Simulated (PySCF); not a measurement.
**C4H5Al, SMILES `[AlH]1C=CC=C1`: what the electrons do**

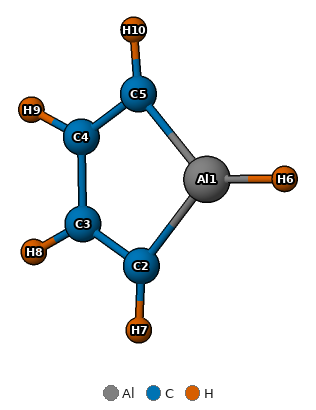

The molecule, with its atoms numbered as below. No frequency check shows the geometry to be a minimum.

Coordinates in Å:

```
Al1     -1.2831    0.0001    0.0000
C2       0.0480    1.4483    0.0000
C3       1.1951    0.7319    0.0000
C4       1.1947   -0.7324    0.0000
C5       0.0471   -1.4482    0.0000
H6      -2.8249    0.0021    0.0000
H7       0.1216    2.5305    0.0000
H8       2.1772    1.1980    0.0000
H9       2.1765   -1.1991    0.0000
H10      0.1202   -2.5304    0.0000
```

### 1. Bonding charge

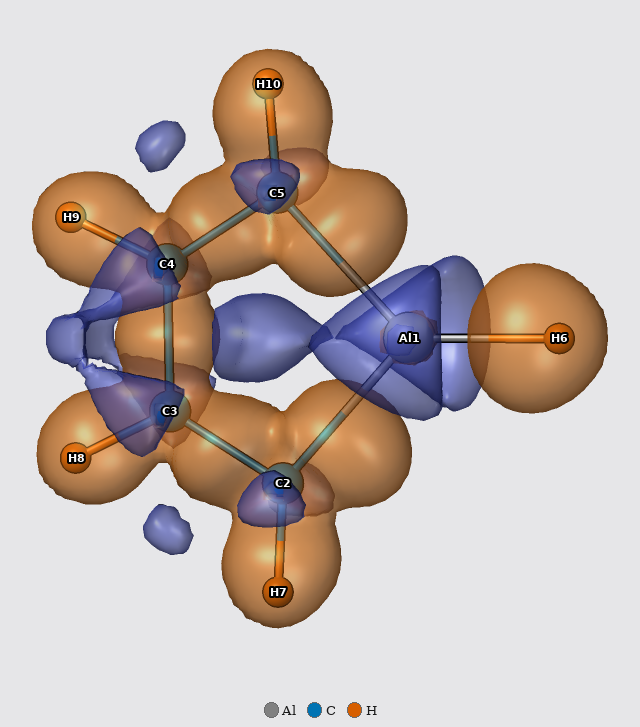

Deformation density (molecule less spherical, spin-averaged free atoms at the same positions), surfaces at ±0.06 e/Å³; orange: gain, blue: loss.

Level of theory: ωB97X/6-31+G* (PySCF), at a geometry from GFN2-xTB.

**How much density has each bond gained at its critical point, relative to the free atoms?**

C4–H9 and C3–H8: +0.69 e/Å³ at the bond critical point (bond length 1.09 Å). C2–C3 and C4–C5: +0.68 e/Å³ at the bond critical point (bond length 1.35 Å). C5–H10 and C2–H7: +0.66 e/Å³ at the bond critical point (bond length 1.08 Å). C3–C4: +0.58 e/Å³ at the bond critical point (bond length 1.46 Å). Al1–H6: +0.15 e/Å³ at the bond critical point (bond length 1.54 Å). Al1–C5 and Al1–C2: +0.12 e/Å³ at the bond critical point (bond length 1.97 Å). In all, 2.6 electrons gather in the regions of gain relative to the promolecule. A small or negative value marks a very polar bond, one between electron-rich atoms, whose free-atom densities already overlap strongly, a long bond to a heavier atom, or a closed-shell contact such as a hydrogen bond.

**Where do the Hirshfeld charges lie?**

The highest Hirshfeld charge is on Al1 (+0.56 e), the lowest on C2 and C5 (−0.23 e).

| atom | charge (e) |
| --- | --- |
| Al1 | +0.56 |
| C2 | −0.23 |
| C3 | −0.06 |
| C4 | −0.06 |
| C5 | −0.23 |
| H6 | −0.17 |
| H7 | +0.04 |
| H8 | +0.05 |
| H9 | +0.05 |
| H10 | +0.04 |

### 2. Bond critical points

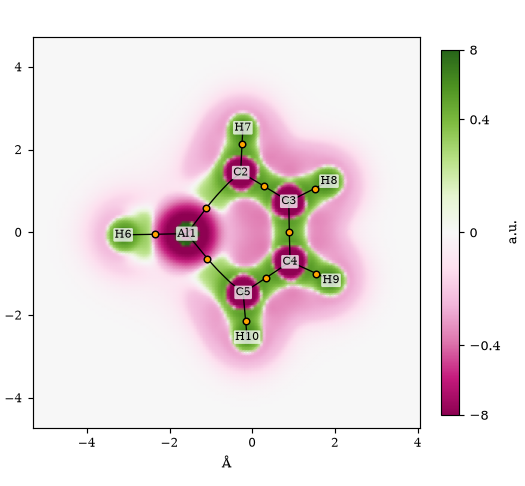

Negative Laplacian of the density (−∇²ρ) in the molecular plane (green positive, pink negative, colour scale in a.u., logarithmic beyond ±0.04), with bond paths and bond critical points (dots).

**Sort the bonds in the plane by the sign of ∇²ρ at their critical points.**

Concentrated (∇²ρ < 0): C2–C3 and C4–C5 (−0.92 a.u.); C3–C4 (−0.74 a.u.); C4–H9 and C3–H8 (−0.97 a.u.); C5–H10 and C2–H7 (−0.94 a.u.). Depleted (∇²ρ > 0): Al1–H6 (+0.27 a.u., H = −0.029); Al1–C5 and Al1–C2 (+0.32 a.u., H = −0.020).

**Where along C4–H9 does the critical point lie?**

0.69 Å from C4 and 0.39 Å from H9.

### 3. Electrostatic potential

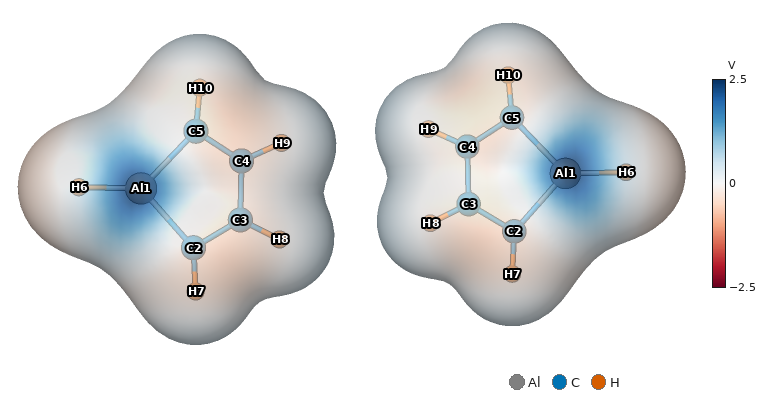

Electrostatic potential on the surface of electron density 0.001 a.u. (back view left, front view right).

**Where are the extremes of the potential on the surface?**

Highest: 2.42 V, off the molecular plane, over Al1 (1.8 Å), and at like points elsewhere. Further maxima include 0.54 V, 1.4 Å from H8, and at like points elsewhere; 0.46 V, 1.3 Å from H7. Lowest: −0.56 V, off the C2–C3 bond (2.1 to 2.3 Å from its atoms), and at like points elsewhere. Further minima include −0.37 V, 1.5 Å from H6. The surface is sampled at points, so like sites can differ by a few per cent and only the strongest of them is named.

**What volume does the surface enclose, and what is the dipole moment?**

About 120 Å³; the dipole moment is 0.3 D.

### 4. In an electric field

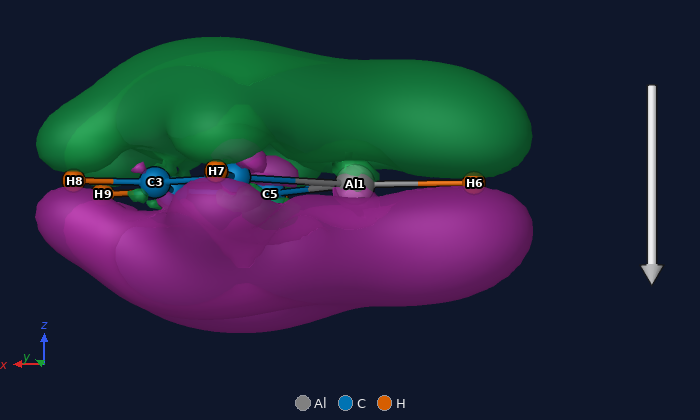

Change of the electron density in a uniform field of 0.21 V/Å along −z (arrow), surfaces at ±0.0008 e/Å³ (green: gain, purple: loss).

Method: PBE/def2-SVPD; geometry: GFN2-xTB; program: PySCF.

**How large is the response?**

The induced dipole is 0.50 D (along the field); α along this axis, from the fields in both directions, is 49 bohr³ (7.2 Å³).

**Which atoms gain and lose the most charge?**

Hardly any: no atom's Hirshfeld charge changes by as much as 0.002 e. The density shifts from one side of each atom to the other; 0.050 electrons are displaced in all.

The PySCF runs shown took 8.4 s and 28 s on 1 thread of Intel(R) Xeon(R) 6975P-C (Granite Rapids), with other jobs on the host.
